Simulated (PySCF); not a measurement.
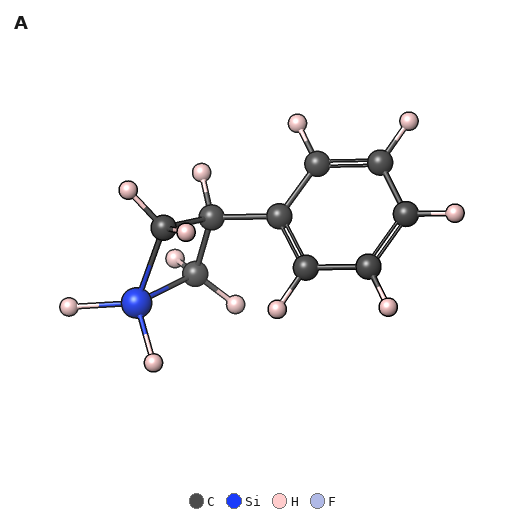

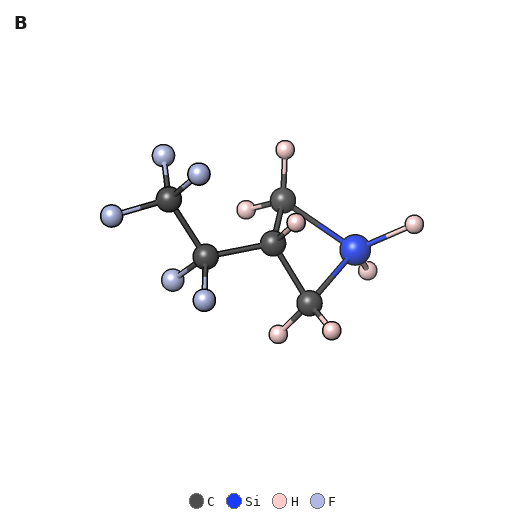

Two related species, optimised with PBE0-D3(BJ)/def2-SVP; properties computed with PySCF 2.14.0. Both: charge 0, singlet.

Question: What are A and B?

Answer: A is C9H12Si (c1ccc(C2C[SiH2]C2)cc1), B is C5H7F5Si (FC(F)(F)C(F)(F)C1C[SiH2]C1).

Compare them. With PBE0/pcSseg-1: dipole moment (D), HOMO–LUMO gap (eV), HOMO energy (Kohn–Sham orbital) (eV), shielding of Si (ppm), Hirshfeld charge of Si (e), IAO charge of Si (e). With PBE0/def2-SVPD: lowest vertical singlet excitation (eV), mean static polarisability (bohr³). With PBE0-D3(BJ)/def2-SVP: mean Si–C length (Å), mean Si–H length (Å).

```tsv
quantity	A	B
dipole moment (D)	0.39	2.24
HOMO–LUMO gap (eV)	6.64	8.73
HOMO energy (Kohn–Sham orbital) (eV)	−6.98	−8.60
shielding of Si (ppm)	380.8	386.4
Hirshfeld charge of Si (e)	0.34	0.35
IAO charge of Si (e)	0.74	0.75
lowest vertical singlet excitation (eV)	5.35	7.21
mean static polarisability (bohr³)	128.7	87.5
mean Si–C length (Å)	1.895	1.897
mean Si–H length (Å)	1.497	1.494
```

Each is one conformer, and no frequency run is at hand to confirm it as a minimum.
